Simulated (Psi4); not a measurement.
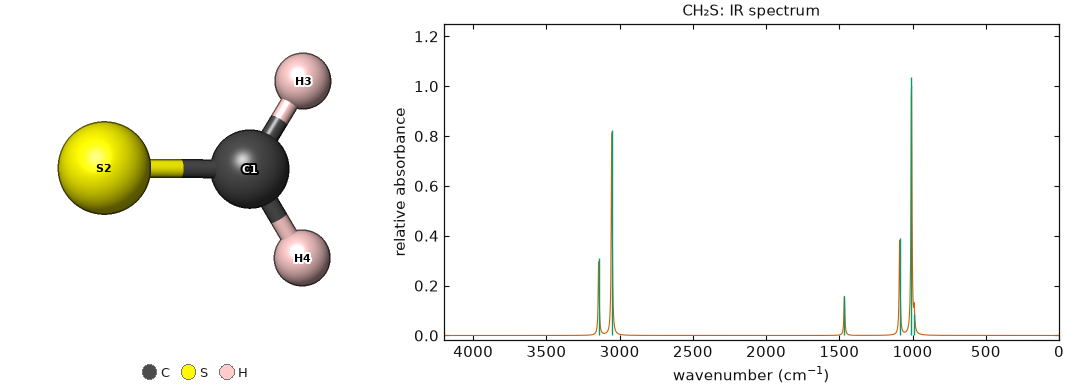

Infrared spectrum of CH₂S, SMILES C=S. Unscaled harmonic wavenumbers and double-harmonic intensities, B3LYP/cc-pVDZ in Psi4, at a geometry relaxed at this level, isolated molecule. Lorentzian lines of 8 cm⁻¹ full width. Close modes add up in the curve.

Which lines are the most intense?

Answer. 1007.4 cm⁻¹ (36.8 km/mol), 3053.5 cm⁻¹ (29.2 km/mol) and 1088.0 cm⁻¹ (13.8 km/mol).

List the modes.

Answer.
| cm⁻¹ | km/mol |
| --- | --- |
| 988.5 | 3.0 |
| 1007.4 | 36.8 |
| 1088.0 | 13.8 |
| 1465.3 | 5.6 |
| 3053.5 | 29.2 |
| 3142.8 | 11.0 |

Caveats: double-zeta basis.
